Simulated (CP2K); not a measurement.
**CH4FSi− (SMILES C[SiH-]F), run twice**

Wanted: energy and one-electron properties of CH4FSi−, M06-2X-D3(0)/pob-TZVP-rev2 (ngrids 5).

Program for the calculation: CP2K 2026.2.

2 further runs of the same task are left out: 1 that didn't finish, 1 set aside as unsound or not needed.

### 1 The system as given

CH4FSi− has 7 atoms, charge -1, and is taken as a singlet. SMILES: `C[SiH-]F`. Geometry: relaxed at GFN2-xTB.

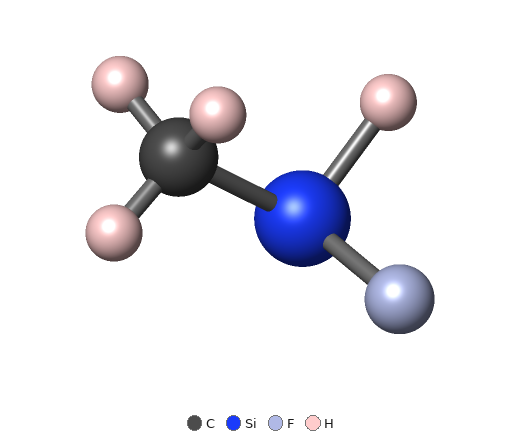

The structure, seen from a chosen angle (carbon dark grey, silicon blue, fluorine light blue, hydrogen pink).

### 2 First attempt

job.inp reads:

```
&GLOBAL
  PROJECT_NAME job
  RUN_TYPE ENERGY_FORCE
  PRINT_LEVEL MEDIUM
&END

&FORCE_EVAL
  METHOD QS
  &DFT
    BASIS_SET_FILE_NAME BASIS_pob
    POTENTIAL_FILE_NAME POTENTIAL
    CHARGE -1
    &QS
      METHOD GAPW
      EPS_DEFAULT 1.0E-10
    &END
    &MGRID
      CUTOFF 60
      REL_CUTOFF 50
      NGRIDS 5
    &END
    &POISSON
      PERIODIC NONE
      POISSON_SOLVER MULTIPOLE
    &END
    &SCF
      SCF_GUESS ATOMIC
      EPS_SCF 5.0E-07
      MAX_SCF 69
      ADDED_MOS 10
      &DIAGONALIZATION
        ALGORITHM STANDARD
      &END
      &MIXING
        METHOD DIRECT_P_MIXING
        ALPHA 0.4
      &END
    &END
    &XC
      &XC_FUNCTIONAL
        &HYB_MGGA_X_M06_2X
        &END
        &MGGA_C_M06_2X
        &END
      &END
      &HF
        FRACTION 0.54
        &SCREENING
          EPS_SCHWARZ 1.0E-09
        &END
        &MEMORY
          MAX_MEMORY 1050
        &END
      &END
      &VDW_POTENTIAL
        POTENTIAL_TYPE PAIR_POTENTIAL
        &PAIR_POTENTIAL
          TYPE DFTD3
          PARAMETER_FILE_NAME dftd3.dat
          REFERENCE_FUNCTIONAL M062X
          R_CUTOFF 15
        &END
      &END
    &END
    &LOCALIZE
      METHOD CRAZY
      OPERATOR BERRY
      EPS_LOCALIZATION 1.0E-5
      &PRINT
        &WANNIER_CENTERS
          IONS+CENTERS T
          FILENAME =centres.xyz
        &END
        &WANNIER_SPREADS
          FILENAME =spreads.txt
        &END
      &END
    &END
    &PRINT
      &MOMENTS
        PERIODIC F
        REFERENCE COM
        MAX_MOMENT 2
      &END
      &MO ON
        ENERGIES T
        OCCUPATION_NUMBERS T
        NDIGITS 6
        &EACH
          QS_SCF 0
        &END
        ADD_LAST NUMERIC
      &END
      &HIRSHFELD OFF
      &END
      &OVERLAP_CONDITION ON
      &END
      &KINETIC_ENERGY ON
      &END
    &END
  &END
  &SUBSYS
    &CELL
      ABC 13.3 13 11.9
      PERIODIC NONE
    &END
    &COORD
      UNIT bohr
      C     -1.1697405     0.7082127    -0.5520646
      Si     1.8814113    -1.2563277    -0.5692989
      F      1.1700428    -3.2952855     1.8741170
      H     -2.7378352    -0.3378263    -1.4052759
      H     -0.8945586     2.4063395    -1.7045330
      H     -1.8072396     1.3323514     1.3211642
      H      3.5579197     0.4425361     1.0358912
    &END
    &TOPOLOGY
      &CENTER_COORDINATES
      &END
    &END
    &KIND C
      BASIS_SET pob-TZVP-rev2
      POTENTIAL ALL
    &END
    &KIND Si
      BASIS_SET pob-TZVP-rev2
      POTENTIAL ALL
    &END
    &KIND F
      BASIS_SET pob-TZVP-rev2
      POTENTIAL ALL
    &END
    &KIND H
      BASIS_SET pob-TZVP-rev2
      POTENTIAL ALL
    &END
  &END
  &PRINT
    &FORCES ON
    &END
  &END
&END
```

Command:

```console
$ OMP_NUM_THREADS=1 cp2k.psmp job.inp > job.out
```

What it wrote:

```text
CP2K| version string:                                       CP2K version 2026.2
[...]
 GLOBAL| Method name                                                        CP2K
[...]
 GLOBAL| Run type                                                   ENERGY_FORCE
[...]
 DFT| Spin restricted Kohn-Sham (RKS) calculation                            RKS
 DFT| Multiplicity                                                             1
[...]
 DFT| Charge                                                                  -1
[...]
 FUNCTIONAL| MGGA_C_M06_2X:
[...]
 FUNCTIONAL| HYB_MGGA_X_M06_2X:
[...]
 QS| Method:                                                                GAPW
[...]
 QS| Density cutoff [a.u.]:                                                 30.0
[...]
 QS| Relative density cutoff [a.u.]:                                        25.0
[...]
                             - Atoms:                                          7
[...]
                             - Spherical basis functions:                     82
[...]
 Number of electrons:                                                         34
[...]
     1 P_Mix/Diag. 0.40E+00    7.0     0.77398187      -435.0344477696 -4.35E+02
[...]
    17 DIIS/Diag.  0.10E-06    0.4     0.00000019      -428.2967466412 -2.08E-09
  *** SCF run converged in    17 steps ***
[...]
  Overlap energy of the core charge distribution:               0.00000225989194
  Self energy of the core charge distribution:               -264.97843938405452
  Core Hamiltonian energy:                                   -170.69223114992525
  Hartree energy:                                              71.45059538710902
  Exchange-correlation energy:                                 -6.59104306282920
  Hartree-Fock Exchange energy:                               -20.15206011243915
  Dispersion energy:                                           -0.00003518938349
[...]
  Dipole moment [Debye]
    X= -0.1644713E+01 Y=  0.5061176E+00 Z=  0.2888287E+00  Total=      1.7448946
  Quadrupole moment [Debye*Angstrom]
[...]
 ENERGY| Total FORCE_EVAL ( QS ) energy [hartree]           -428.296746639552850
 FORCES| Atomic forces [hartree/bohr]
 FORCES|   Atom     x               y               z               |f|
 FORCES|      1 -1.07332780E+00  1.03722895E-01  5.23309850E+00   5.34304323E+00
 FORCES|      2 -3.52208106E+01 -2.19035955E+01  2.51225452E+01   4.84913938E+01
 FORCES|      3 -4.75828751E+00 -7.95434277E+00 -1.03986016E+01   1.39299599E+01
 FORCES|      4 -4.38628740E-02  3.56734733E-01  4.43099303E-02   3.62142225E-01
 FORCES|      5 -3.41454824E-01  1.39207394E-01  2.54239992E-01   4.47892921E-01
 FORCES|      6  2.97831820E-01 -2.30090720E-01  2.35264591E-01   4.43841143E-01
 FORCES|      7  3.01077392E-02  3.11684462E-01 -5.29902839E-02   3.17587232E-01
 FORCES| Sum    -4.11098041E+01 -2.91766795E+01  2.04378663E+01
 FORCES| Total atomic force                                       5.43967003E+01
[...]
```

It also wrote centres.xyz:

```text
24
 Particles+Wannier centers. Iteration:1_0
  C         5.8140149742        7.1099750011        5.6129900021
 Si         7.4286149667        6.0703849961        5.6038700034
  F         7.0521749696        4.9914149990        6.8968700088
  H         4.9842149980        6.5564350030        5.1614900281
  H         5.9596349639        8.0085850010        5.0031299912
  H         5.4766649800        7.4402549761        6.6042599896
  H         8.3157850020        6.9693849995        6.4533000197
  X        -5.1702513282       -6.1906247404       -5.5980033424
  X        -5.7656407731        6.1068114436        5.6848477658
  X        -5.8715093995        6.0703385078        5.6039787371
  X        -5.9754542398        6.1736706204        5.6128608122
  X        -5.8309889512        6.0583356155        5.4772487561
  X         6.3606903672       -6.2454714505        5.6447510381
  X        -6.2659143639        5.1553351839       -4.8130843229
  X        -5.9285680196        5.9336662673        5.6525660397
  X         5.5865450846       -5.6679509453       -5.6272069968
  X         5.8142403956       -5.8899781518        5.6111240529
  X        -6.2478327751        4.9918503547       -5.0028501404
  X        -6.2477702013        4.7557736019       -4.9196286193
  X        -5.9424562084        5.0855723975       -5.1996082386
  X         5.9173368267       -5.2764778353        5.1937853281
  X        -5.6208860352        5.8810111467        5.0069315563
  X        -6.4697501049        5.0596662994       -5.2384063263
  X         5.2403032753       -6.2750607722        5.2993654543
```

It also wrote spreads.txt:

```text
17
1_0
     1      3.52548301      3.38734437
     2      0.27415654      0.27329463
     3      0.01957442      0.01957004
     4      0.30072204      0.29969858
     5      0.27159536      0.27070787
     6      3.41302516      3.28294370
     7      1.28268786      1.26218116
     8      0.32903982      0.32780246
     9      2.58406804      2.50429842
    10      0.10099981      0.10088312
    11      0.04990100      0.04987229
    12      1.05856825      1.04560651
    13      2.25888125      2.20098331
    14      2.64261536      2.56275049
    15      4.89810505      4.63516169
    16      2.03747225      1.99007603
    17      2.63799058      2.56034073
 Total    27.6848858059   26.7735153958
```

Run time: 23 s. Hardware: 1 thread of Intel Xeon Platinum 8488C (Sapphire Rapids), shared host; peak memory 0.35 GiB.

### 3 Reading the log

The run finished; that doesn't make the result usable.

Cause: tiny cutoff. To mend it: cutoff 250 in place of 60.

### 4 Second attempt

mol.inp reads:

```
&FORCE_EVAL
    METHOD QUICKSTEP
    &DFT
        BASIS_SET_FILE_NAME BASIS_pob
        POTENTIAL_FILE_NAME POTENTIAL
        CHARGE -1
        ! Quickstep
        &QS
            METHOD GAPW
            EPS_DEFAULT 1.0E-10
        &END QS
        &MGRID
            CUTOFF 250
            REL_CUTOFF 50
            NGRIDS 5
        &END MGRID
        ! no periodic images
        &POISSON
            PERIODIC NONE
            POISSON_SOLVER MULTIPOLE
        &END POISSON
        ! SCF settings
        &SCF
            SCF_GUESS ATOMIC
            EPS_SCF 5.0E-07
            MAX_SCF 150
            ADDED_MOS 10
            &DIAGONALIZATION
                ALGORITHM STANDARD
            &END DIAGONALIZATION
            &MIXING
                METHOD DIRECT_P_MIXING
                ALPHA 0.4
            &END MIXING
        &END SCF
        &XC
            &XC_FUNCTIONAL
                &HYB_MGGA_X_M06_2X
                &END HYB_MGGA_X_M06_2X
                &MGGA_C_M06_2X
                &END MGGA_C_M06_2X
            &END XC_FUNCTIONAL
            &HF
                FRACTION 0.54
                &SCREENING
                    EPS_SCHWARZ 1.0E-09
                &END SCREENING
                &MEMORY
                    MAX_MEMORY 1050
                &END MEMORY
            &END HF
            &VDW_POTENTIAL
                POTENTIAL_TYPE PAIR_POTENTIAL
                &PAIR_POTENTIAL
                    TYPE DFTD3
                    PARAMETER_FILE_NAME dftd3.dat
                    REFERENCE_FUNCTIONAL M062X
                    R_CUTOFF 15
                &END PAIR_POTENTIAL
            &END VDW_POTENTIAL
        &END XC
        &LOCALIZE
            METHOD CRAZY
            OPERATOR BERRY
            EPS_LOCALIZATION 1.0E-5
            ! extra output
            &PRINT
                &WANNIER_CENTERS
                    IONS+CENTERS T
                    FILENAME =centres.xyz
                &END WANNIER_CENTERS
                &WANNIER_SPREADS
                    FILENAME =spreads.txt
                &END WANNIER_SPREADS
            &END PRINT
        &END LOCALIZE
        ! extra output
        &PRINT
            &MOMENTS
                PERIODIC F
                REFERENCE COM
                MAX_MOMENT 2
            &END MOMENTS
            &MO ON
                ENERGIES T
                OCCUPATION_NUMBERS T
                NDIGITS 6
                &EACH
                    QS_SCF 0
                &END EACH
                ADD_LAST NUMERIC
            &END MO
            &HIRSHFELD OFF
            &END HIRSHFELD
            &OVERLAP_CONDITION ON
            &END OVERLAP_CONDITION
            &KINETIC_ENERGY ON
            &END KINETIC_ENERGY
        &END PRINT
    &END DFT
    &SUBSYS
        &CELL
            ABC 13.3 13 11.9
            PERIODIC NONE
        &END CELL
        &COORD
            UNIT bohr
            C     -1.1697405     0.7082127    -0.5520646
            Si     1.8814113    -1.2563277    -0.5692989
            F      1.1700428    -3.2952855     1.8741170
            H     -2.7378352    -0.3378263    -1.4052759
            H     -0.8945586     2.4063395    -1.7045330
            H     -1.8072396     1.3323514     1.3211642
            H      3.5579197     0.4425361     1.0358912
        &END COORD
        &TOPOLOGY
            &CENTER_COORDINATES
            &END CENTER_COORDINATES
        &END TOPOLOGY
        &KIND C
            BASIS_SET pob-TZVP-rev2
            POTENTIAL ALL
        &END KIND
        &KIND Si
            BASIS_SET pob-TZVP-rev2
            POTENTIAL ALL
        &END KIND
        &KIND F
            BASIS_SET pob-TZVP-rev2
            POTENTIAL ALL
        &END KIND
        &KIND H
            BASIS_SET pob-TZVP-rev2
            POTENTIAL ALL
        &END KIND
    &END SUBSYS
    &PRINT
        &FORCES ON
        &END FORCES
    &END PRINT
&END FORCE_EVAL

&GLOBAL
    PROJECT mol
    RUN_TYPE ENERGY_FORCE
    PRINT_LEVEL MEDIUM
&END GLOBAL
```

Command:

```console
$ OMP_NUM_THREADS=1 cp2k.psmp -i mol.inp -o mol.out
```

What it wrote (excerpt; [...] marks lines left out):

```text
CP2K| version string:                                       CP2K version 2026.2
[...]
 GLOBAL| Method name                                                        CP2K
[...]
 GLOBAL| Run type                                                   ENERGY_FORCE
[...]
 DFT| Spin restricted Kohn-Sham (RKS) calculation                            RKS
 DFT| Multiplicity                                                             1
[...]
 DFT| Charge                                                                  -1
[...]
 FUNCTIONAL| MGGA_C_M06_2X:
[...]
 FUNCTIONAL| HYB_MGGA_X_M06_2X:
[...]
 QS| Method:                                                                GAPW
[...]
 QS| Density cutoff [a.u.]:                                                125.0
[...]
 QS| Relative density cutoff [a.u.]:                                        25.0
[...]
                             - Atoms:                                          7
[...]
                             - Spherical basis functions:                     82
[...]
 Number of electrons:                                                         34
[...]
     1 P_Mix/Diag. 0.40E+00    6.7     0.80446794      -437.3649309727 -4.37E+02
[...]
    15 DIIS/Diag.  0.17E-06    2.3     0.00000034      -429.8375534879 -6.59E-12
  *** SCF run converged in    15 steps ***
[...]
  Overlap energy of the core charge distribution:               0.00000225989194
  Self energy of the core charge distribution:               -264.97843938405452
  Core Hamiltonian energy:                                   -171.71015627452505
  Hartree energy:                                              70.53291868514850
  Exchange-correlation energy:                                 -6.46650108534077
  Hartree-Fock Exchange energy:                               -20.13116698494372
  Dispersion energy:                                           -0.00003518938349
[...]
  Dipole moment [Debye]
    X= -0.1558519E+01 Y=  0.7716369E+00 Z= -0.1629229E+00  Total=      1.7466962
  Quadrupole moment [Debye*Angstrom]
[...]
 ENERGY| Total FORCE_EVAL ( QS ) energy [hartree]           -429.837553487912487
[...]
```

It also wrote centres.xyz:

```text
24
 Particles+Wannier centers. Iteration:1_0
  C         5.8140149742        7.1099750011        5.6129900021
 Si         7.4286149667        6.0703849961        5.6038700034
  F         7.0521749696        4.9914149990        6.8968700088
  H         4.9842149980        6.5564350030        5.1614900281
  H         5.9596349639        8.0085850010        5.0031299912
  H         5.4766649800        7.4402549761        6.6042599896
  H         8.3157850020        6.9693849995        6.4533000197
  X        -5.1427091882       -6.1733999464       -5.6014738682
  X        -5.8644649728        6.2142636933        5.5947967547
  X        -5.8713960616        6.0703935746        5.6038969163
  X        -5.8247480766        6.0131135137        5.4825238273
  X        -5.7890206046        6.0250122497        5.7135040142
  X         6.3654560725       -6.2382970134        5.6340597748
  X        -6.0177385809        4.8501592547       -4.9856404784
  X        -6.0082550921        6.0300655346        5.6267287638
  X         5.5832890475       -5.6646300470       -5.6090454518
  X         5.8138825964       -5.8899304972        5.6129589022
  X        -6.2478063956        4.9914814902       -5.0032053128
  X        -6.1807245487        5.2422322197       -5.2675101687
  X        -6.3070739520        5.1288511423       -4.7788759099
  X         5.9149561402       -5.2738361201        5.1940840205
  X        -5.6459270437        5.8011220268        5.0168061236
  X        -6.4521777473        4.8431477932       -5.0981706398
  X         5.2461644325       -6.2704505619        5.3021959563
```

It also wrote spreads.txt:

```text
17
1_0
     1      3.43237349      3.30133393
     2      0.29153917      0.29055598
     3      0.01966589      0.01966147
     4      0.29318543      0.29217559
     5      0.29133997      0.29035712
     6      3.38871234      3.26035396
     7      1.54818816      1.52126323
     8      0.29133674      0.29036856
     9      2.63172733      2.54912370
    10      0.10173762      0.10161930
    11      0.04510384      0.04508056
    12      1.65905220      1.62670344
    13      1.51584222      1.48768717
    14      2.64534213      2.56511450
    15      5.01299478      4.73827438
    16      1.53991814      1.51332532
    17      2.61657128      2.54017257
 Total    27.3246307390   26.4331707747
```

Wall time 50 s (1 thread of Intel Xeon Platinum 8488C (Sapphire Rapids), shared host); peak memory 1 GiB.

Atomic charges (e):

| atom | Mulliken |
| --- | --- |
| C1 | -0.296 |
| Si2 | +0.151 |
| F3 | -0.555 |
| H4 | -0.002 |
| H5 | -0.014 |
| H6 | +0.003 |
| H7 | -0.286 |

### 5 Results

At M06-2X-D3(0)/pob-TZVP-rev2 (ngrids 5):

```
                                             quantity          value
                                         total energy  -429.83755 Eh
                                          HOMO energy        0.43 eV
                                          LUMO energy        8.60 eV
HOMO–LUMO gap (to an unbound level, set by the basis)        8.17 eV
                                    dispersion energy   -0.09 kJ/mol
```

In words: The first attempt's energy was +41.927 eV off this one. The HOMO lies at positive energy, 0.43 eV; only total energies tell whether the electron is bound.
